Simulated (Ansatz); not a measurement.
**Geometry relaxation of GeH₄Cl₂ (part 2 of 2)**

Continued. System: GeH₄Cl₂. Method: RHF/def2-SVP (Ansatz 0.2.0). It belongs to a series of runs on one base structure; here: end point B relaxed.

Geometry of the input (Å):
```
Ge 0.2266  0.3779  -0.4177
Cl -0.0582  -0.0153  2.9854
Cl 1.9804  -0.2004  -1.5644
H  -0.7113  1.1242  -1.3638
H  -0.4017  -0.8963  0.1139
H  0.7396  1.3351  0.6736
H  0.6556  0.9856  2.5078
```

Trajectory as extended XYZ, continued:
```
7
Properties=species:S:1:pos:R:3:forces:R:3 step=9 energy=-81530.13871
Ge    0.2292    0.3854   -0.7100   -0.0090   0.0010   0.0196
Cl   -0.1834    0.0808    3.4708    0.3532   0.3047  -0.0153
Cl    1.9869   -0.2010   -1.8472    0.0076   0.0011  -0.0079
H    -0.7366    1.0554   -1.6828   -0.0047   0.0002  -0.0089
H    -0.3643   -0.8810   -0.1067    0.0012  -0.0031  -0.0016
H     0.6977    1.3650    0.3614    0.0044  -0.0010  -0.0081
H     0.8015    0.9063    3.4494   -0.3528  -0.3031   0.0222
7
Properties=species:S:1:pos:R:3:forces:R:3 step=10 energy=-81530.14333
Ge    0.2315    0.3869   -0.7202    0.0044  -0.0111  -0.0041
Cl   -0.2019    0.1058    3.4635    0.0045   0.0114  -0.0052
Cl    1.9804   -0.2004   -1.8728   -0.0038   0.0035   0.0000
H    -0.7481    1.0408   -1.6909   -0.0033  -0.0021   0.0015
H    -0.3469   -0.8785   -0.0996    0.0016   0.0052  -0.0023
H     0.7080    1.3789    0.3353    0.0017   0.0029   0.0005
H     0.8082    0.8772    3.5195   -0.0050  -0.0097   0.0095
7
Properties=species:S:1:pos:R:3:forces:R:3 step=11 energy=-81530.14394
Ge    0.2341    0.3845   -0.7301   -0.0047   0.0117   0.0111
Cl   -0.2218    0.1321    3.4572    0.1114   0.0840   0.0099
Cl    1.9790   -0.1947   -1.8926   -0.0092  -0.0015  -0.0024
H    -0.7580    1.0314   -1.6929    0.0034  -0.0033  -0.0072
H    -0.3366   -0.8805   -0.1019    0.0095  -0.0067  -0.0031
H     0.7127    1.3815    0.3198    0.0028  -0.0010  -0.0014
H     0.8217    0.8567    3.5753   -0.1131  -0.0831  -0.0068
7
Properties=species:S:1:pos:R:3:forces:R:3 step=12 energy=-81530.14412
Ge    0.2432    0.3895   -0.7456   -0.0116  -0.0420  -0.0295
Cl   -0.2654    0.1728    3.4801    0.2201   0.1346   0.0268
Cl    1.9626   -0.1956   -1.9450   -0.0039   0.0220   0.0122
H    -0.7752    1.0116   -1.6988    0.0106   0.0016   0.0220
H    -0.2960   -0.8797   -0.0966   -0.0025   0.0178   0.0088
H     0.7329    1.4008    0.2853    0.0087  -0.0014  -0.0086
H     0.8291    0.8114    3.6554   -0.2214  -0.1325  -0.0317
7
Properties=species:S:1:pos:R:3:forces:R:3 step=13 energy=-81530.14353 accepted=F
Ge    0.2407    0.3798   -0.7430    0.0216   0.0522   0.0259
Cl   -0.2798    0.2254    3.4131    0.2963   0.1467   0.0866
Cl    1.9670   -0.1753   -1.9465   -0.0274  -0.0210  -0.0056
H    -0.7889    1.0006   -1.6843    0.0062  -0.0196  -0.0033
H    -0.2905   -0.8854   -0.0800    0.0181  -0.0073  -0.0247
H     0.7369    1.3968    0.2790   -0.0119  -0.0032   0.0011
H     0.8458    0.7691    3.6966   -0.3029  -0.1478  -0.0799
7
Properties=species:S:1:pos:R:3:forces:R:3 step=14 energy=-81530.14595
Ge    0.2489    0.3844   -0.7411   -0.0048  -0.0017   0.0007
Cl   -0.2852    0.2019    3.4550    0.0171   0.0147   0.0006
Cl    1.9541   -0.1845   -1.9660    0.0040   0.0007  -0.0054
H    -0.7863    1.0073   -1.6739   -0.0015   0.0002   0.0042
H    -0.2775   -0.8851   -0.0837    0.0024  -0.0006   0.0024
H     0.7536    1.3955    0.2823    0.0033  -0.0001  -0.0003
H     0.8235    0.7914    3.6623   -0.0204  -0.0134  -0.0022
7
Properties=species:S:1:pos:R:3:forces:R:3 step=15 energy=-81530.14682
Ge    0.2592    0.3815   -0.7381   -0.0020   0.0047   0.0113
Cl   -0.3200    0.2388    3.4383    0.0307   0.0196   0.0065
Cl    1.9399   -0.1756   -2.0027   -0.0108   0.0020  -0.0044
H    -0.8038    1.0005   -1.6424    0.0090  -0.0054   0.0018
H    -0.2441   -0.8912   -0.0683    0.0063  -0.0017  -0.0044
H     0.7838    1.3936    0.2746    0.0024  -0.0010  -0.0035
H     0.8160    0.7632    3.6735   -0.0356  -0.0182  -0.0074
7
Properties=species:S:1:pos:R:3:forces:R:3 step=16 energy=-81530.14352 accepted=F
Ge    0.2859    0.3722   -0.7209    0.0193   0.0257  -0.0626
Cl   -0.4100    0.3434    3.3874    0.5644   0.1656   0.1515
Cl    1.8937   -0.1461   -2.1012   -0.0695   0.0079   0.0574
H    -0.8402    0.9813   -1.5594    0.0505  -0.0327   0.0592
H    -0.1554   -0.9136   -0.0291    0.0234   0.0237  -0.0281
H     0.8624    1.3863    0.2637   -0.0141  -0.0262  -0.0273
H     0.7947    0.6873    3.6945   -0.5739  -0.1641  -0.1501
7
Properties=species:S:1:pos:R:3:forces:R:3 step=17 energy=-81530.14729
Ge    0.2698    0.3793   -0.7252   -0.0402   0.0113   0.0372
Cl   -0.3513    0.2721    3.4172   -0.0089   0.0018   0.0016
Cl    1.9142   -0.1648   -2.0323    0.0915  -0.0236  -0.0616
H    -0.8100    0.9942   -1.6090   -0.0368   0.0178   0.0075
H    -0.2101   -0.9015   -0.0551   -0.0059   0.0019   0.0174
H     0.8125    1.3909    0.2787   -0.0019  -0.0090  -0.0022
H     0.8059    0.7407    3.6606    0.0022  -0.0003   0.0000
7
Properties=species:S:1:pos:R:3:forces:R:3 step=18 energy=-81530.14887
Ge    0.2862    0.3732   -0.7237   -0.0354   0.0296   0.0614
Cl   -0.4014    0.3263    3.4039    0.1563   0.0544   0.0363
Cl    1.8988   -0.1507   -2.0837    0.0065  -0.0058  -0.0332
H    -0.8380    0.9886   -1.5543    0.0248  -0.0126  -0.0037
H    -0.1625   -0.9109   -0.0368    0.0100  -0.0061  -0.0109
H     0.8566    1.3815    0.2688    0.0021  -0.0070  -0.0132
H     0.7914    0.7028    3.6607   -0.1643  -0.0524  -0.0368
7
Properties=species:S:1:pos:R:3:forces:R:3 step=19 energy=-81530.14918
Ge    0.3031    0.3679   -0.7098   -0.0308   0.0338   0.0006
Cl   -0.4535    0.3815    3.3972    0.3735   0.0910   0.0706
Cl    1.8680   -0.1321   -2.1363   -0.0027  -0.0062  -0.0007
H    -0.8498    0.9797   -1.5051    0.0284  -0.0173   0.0345
H    -0.1127   -0.9257   -0.0187    0.0165   0.0064  -0.0121
H     0.9014    1.3744    0.2689   -0.0034  -0.0193  -0.0182
H     0.7747    0.6653    3.6386   -0.3814  -0.0884  -0.0748
7
Properties=species:S:1:pos:R:3:forces:R:3 step=20 energy=-81530.15092
Ge    0.2998    0.3707   -0.7097   -0.0035  -0.0134   0.0282
Cl   -0.4540    0.4107    3.3968    0.1687   0.0345   0.0300
Cl    1.8725   -0.1313   -2.1249    0.0142   0.0093  -0.0339
H    -0.8551    0.9744   -1.5044    0.0075  -0.0013   0.0062
H    -0.1044   -0.9291   -0.0246   -0.0082   0.0103   0.0121
H     0.8913    1.3787    0.2703   -0.0014  -0.0068  -0.0088
H     0.7809    0.6370    3.6316   -0.1772  -0.0326  -0.0338
7
Properties=species:S:1:pos:R:3:forces:R:3 step=21 energy=-81530.15550
Ge    0.3289    0.3589   -0.6899    0.0115   0.0002   0.0064
Cl   -0.5075    0.4492    3.3529   -0.0032   0.0038  -0.0023
Cl    1.8124   -0.1058   -2.2126   -0.0072   0.0009  -0.0125
H    -0.8724    0.9759   -1.4003   -0.0005   0.0013   0.0078
H    -0.0336   -0.9526   -0.0043    0.0054  -0.0022   0.0036
H     0.9809    1.3484    0.2695    0.0015  -0.0030  -0.0003
H     0.7223    0.6369    3.6197   -0.0074  -0.0009  -0.0026
7
Properties=species:S:1:pos:R:3:forces:R:3 step=22 energy=-81530.15669
Ge    0.3832    0.3424   -0.6550    0.0281   0.0379  -0.2290
Cl   -0.6102    0.5082    3.2849   -0.0149   0.0034  -0.0170
Cl    1.7001   -0.0700   -2.3683   -0.2456   0.0838   0.3059
H    -0.9025    0.9833   -1.2099    0.2461  -0.1066   0.0981
H     0.1009   -0.9949    0.0254    0.0218   0.0385  -0.0547
H     1.1416    1.2963    0.2716   -0.0419  -0.0580  -0.1074
H     0.6180    0.6457    3.5862    0.0064   0.0010   0.0041
7
Properties=species:S:1:pos:R:3:forces:R:3 step=23 energy=-81530.16228
Ge    0.3813    0.3336   -0.6316    0.0657   0.0704  -0.2216
Cl   -0.6051    0.5385    3.2116    0.0776   0.0102   0.0342
Cl    1.6752   -0.0457   -2.3572   -0.1226   0.0003   0.1466
H    -0.8974    0.9764   -1.1814    0.0983  -0.0757   0.1011
H     0.1121   -1.0118    0.0368    0.0220   0.0592  -0.0268
H     1.1557    1.2965    0.2659   -0.0458  -0.0588   0.0015
H     0.6093    0.6234    3.5908   -0.0953  -0.0055  -0.0349
7
Properties=species:S:1:pos:R:3:forces:R:3 step=24 energy=-81530.17274
Ge    0.4253    0.3258   -0.6168   -0.0093   0.0000   0.0158
Cl   -0.6751    0.5829    3.1616   -0.0029   0.0045  -0.0040
Cl    1.5742   -0.0196   -2.4324   -0.0055   0.0006  -0.0137
H    -0.8930    0.9712   -1.0299   -0.0053   0.0035   0.0022
H     0.2089   -1.0320    0.0396    0.0134  -0.0102  -0.0016
H     1.2566    1.2578    0.2574    0.0185   0.0011   0.0046
H     0.5343    0.6248    3.5555   -0.0088   0.0005  -0.0033
```

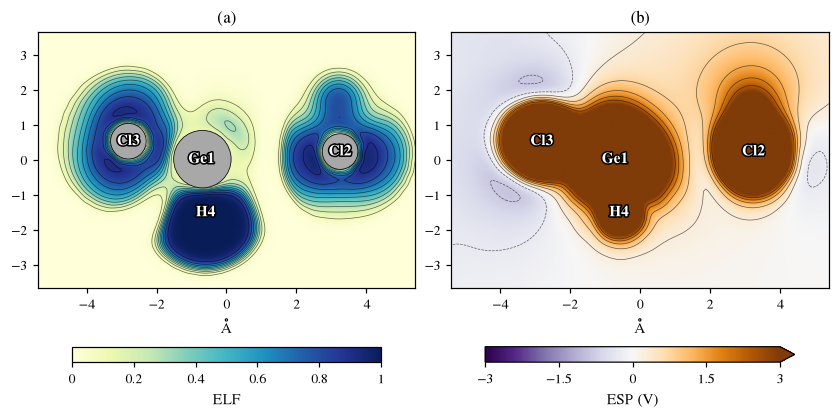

(a) electron localisation function; (b) molecular electrostatic potential on the plane of atoms Cl3, Ge1 and H4. Grey discs, where drawn, cover atomic cores. The section cuts through Ge, Cl and H sites. Ge1···Cl2 (3.94 Å): the ELF is only about 0 between them; a non-bonded, intermolecular contact. Ge–Cl (2.18 Å): the ELF peaks at about 0.85 in the valence shell of Cl, 0.9 Å from its nucleus, and is about 0.70 at the midpoint. Ge–H (1.52 Å): the ELF climbs to about 1 towards the hydrogen, as it does in any bond to H.

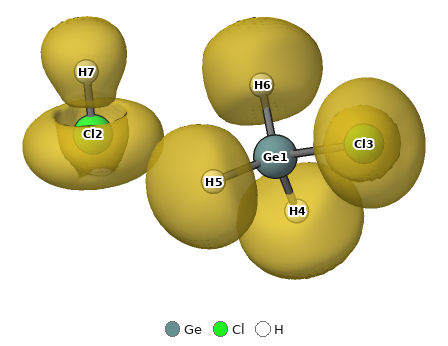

Isosurface of the ELF at 0.8 (yellow), seen at a tilt. Only the valence region is drawn (cores and ρ < 0.01 e/Å³ removed). Along the contacts the grid gives the following. Ge1···Cl2 (3.94 Å): the ELF is only about 0 between them (a non-bonded, intermolecular contact). Ge–Cl (2.18 Å): the ELF peaks at about 0.85 in the valence shell of Cl, 0.9 Å from its nucleus, and is about 0.70 at the midpoint.

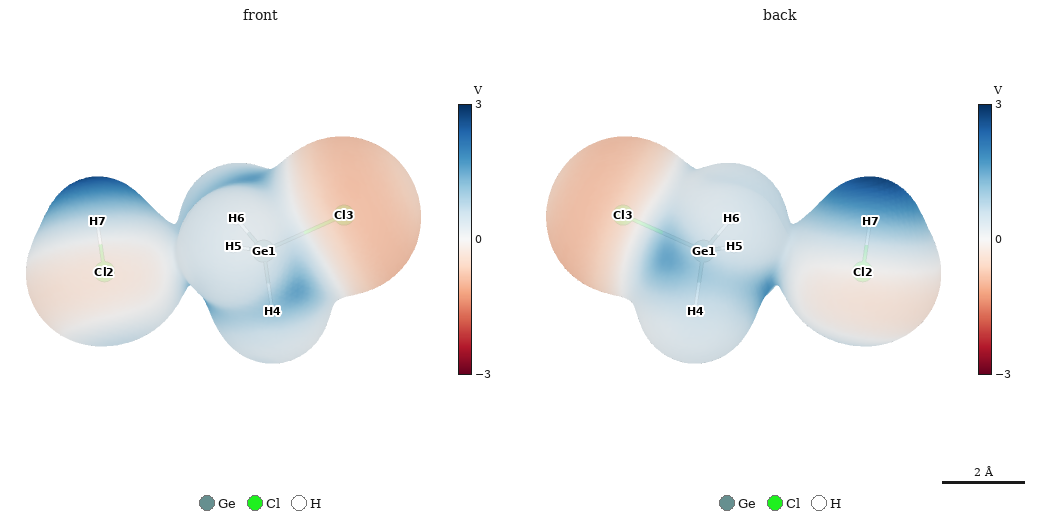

The electrostatic potential painted on the density surface at 0.002 e/bohr³, seen face on and from behind; the colour scale runs from red (negative) to blue (positive).

Key numbers:

| quantity | value |
| --- | --- |
| outcome | converged |
| total energy | −81530.1727 eV |
| mean-field energy | −81530.1727 eV |
| largest force (length of the vector) at the end | 0.019 eV/Å |
| wall time | 43 s |
| peak memory | 0.17 GiB |
